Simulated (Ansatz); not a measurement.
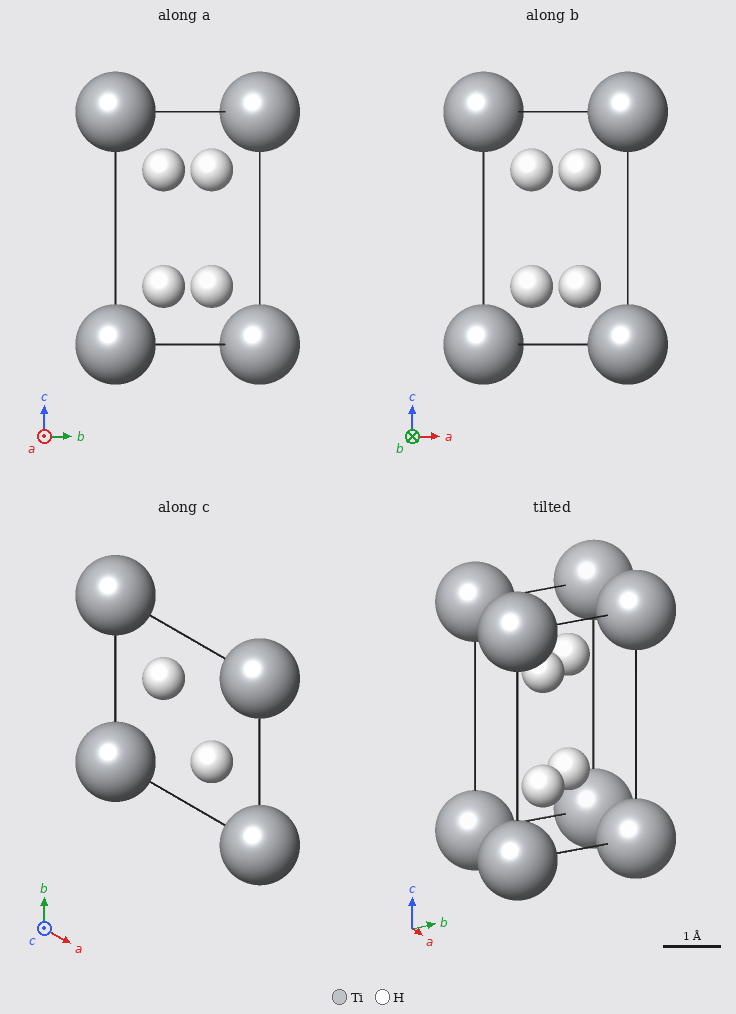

Spheres-only model, viewed along the a axis, along the b axis, along the c axis and slightly off an axis. Thin lines show the conventional unit cell, with boundary atoms drawn in all their periodic places.

Lattice parameters: a = 2.9239 Å, b = 2.9239 Å, c = 4.0831 Å, α = 90.000°, β = 90.000°, γ = 120.000°.

Express the structure as a CIF with its space group and independent sites.

Answer.
```cif
data_structure
_symmetry_space_group_name_H-M 'P 6/m m m'
_symmetry_Int_Tables_number 191
_cell_length_a 2.9239
_cell_length_b 2.9239
_cell_length_c 4.0831
_cell_angle_alpha 90.000
_cell_angle_beta 90.000
_cell_angle_gamma 120.000
_cell_volume 30.23
loop_
_atom_site_label
_atom_site_type_symbol
_atom_site_symmetry_multiplicity
_atom_site_Wyckoff_symbol
_atom_site_fract_x
_atom_site_fract_y
_atom_site_fract_z
_atom_site_occupancy
Ti1 Ti 1 a 0.0000 0.0000 0.0000 1
H1 H 4 h 0.3333 0.6667 0.2496 1
```

Origin of the cell: a structure type filled with these elements by a generator (whether the compound takes this form wasn't checked). Earlier steps of the study may have refined or changed the cell and positions. Ansatz was used for an electronic-structure calculation on it.
